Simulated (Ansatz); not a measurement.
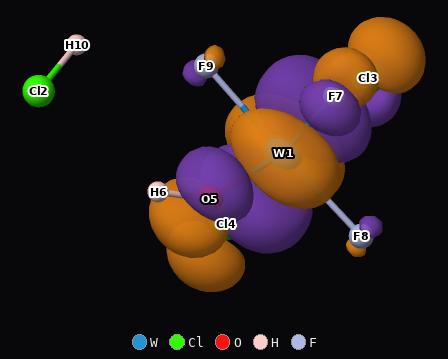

Figure 1: Cl2F3HOW···HCl. The LUMO at ±0.1 Å⁻³ᐟ² (orange and purple are the two phases), seen at a tilt.

Core potentials replace the inner electrons of W.

All numbers below come from RHF/def2-SVP in Ansatz 0.2.0.

Input file:

```
crystal:
  periodic: [false, false, false]
  atoms:
    - { symbol: W, position_ang: [0.242723, 0.33952, -0.376029] }
    - { symbol: Cl, position_ang: [-0.325143, -0.419893, 3.119546] }
    - { symbol: Cl, position_ang: [2.391817, 0.076922, -1.211408] }
    - { symbol: Cl, position_ang: [0.002705, 2.385429, -1.38382] }
    - { symbol: O, position_ang: [-1.366865, 0.408884, 0.436018] }
    - { symbol: H, position_ang: [-1.862143, 0.162791, 1.214661] }
    - { symbol: F, position_ang: [0.478238, -1.349484, 0.32537] }
    - { symbol: F, position_ang: [-0.437634, -0.432662, -1.891882] }
    - { symbol: F, position_ang: [1.034417, 1.168153, 1.07971] }
    - { symbol: H, position_ang: [0.469186, 0.630941, 3.055435] }
basis:
  gaussian: { orbitals: def2-SVP }
hamiltonian:
  xc: hf
relax:
  f_tol: 0.03
  max_steps: 50
output:
  orbitals: {}
```

Command:

```sh
ansatz run input.yaml --threads 4 --pin off --max-ram 5120MiB --backend cpu --events-out ev --progress --plain --runs-dir out
```

The fields are those of the run's last geometry, not of the input's.

Question: Where does this orbital lie, and at what energy?

Answer: By Hirshfeld shares it lies mainly on W1 (about 65 %), O5 (about 10 %), Cl4 (about 10 %) and Cl3 (about 5 %). Its energy is −1.54 eV.
